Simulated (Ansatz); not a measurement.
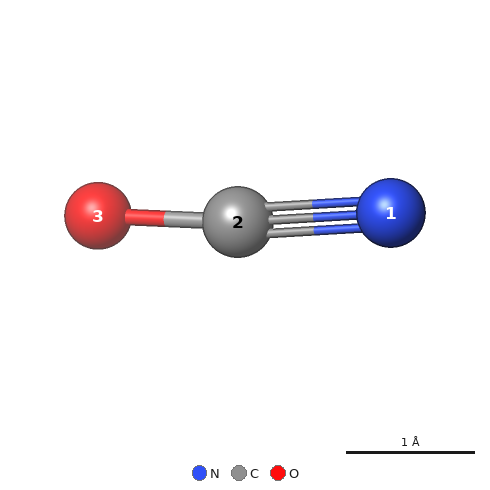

Simulated data, not a measurement (program: Ansatz).

Orthographic view. Distant atoms are faded towards the background colour. State: charge −1, singlet. Geometry: atoms displaced at random (about 0.12 Å) from a stationary point of PBE0-D4.

Write a MOL file (V2000) with the atoms in numerical order, bonds sorted by atom number with the orders drawn, and coordinates in the frame of the picture: x right, y up, z towards the viewer, origin at the mean position.

```
CNO
                    3D

  3  2  0  0  0  0  0  0  0  0999 V2000
    1.1600    0.0300    0.5000 N   0  0  0  0  0  0  0  0  0  0  0  0
   -0.0300   -0.0400   -0.0100 C   0  0  0  0  0  0  0  0  0  0  0  0
   -1.1300    0.0100   -0.4900 O   0  0  0  0  0  0  0  0  0  0  0  0
  1  2  3  0
  2  3  1  0
M  CHG  1   3  -1
M  END
```
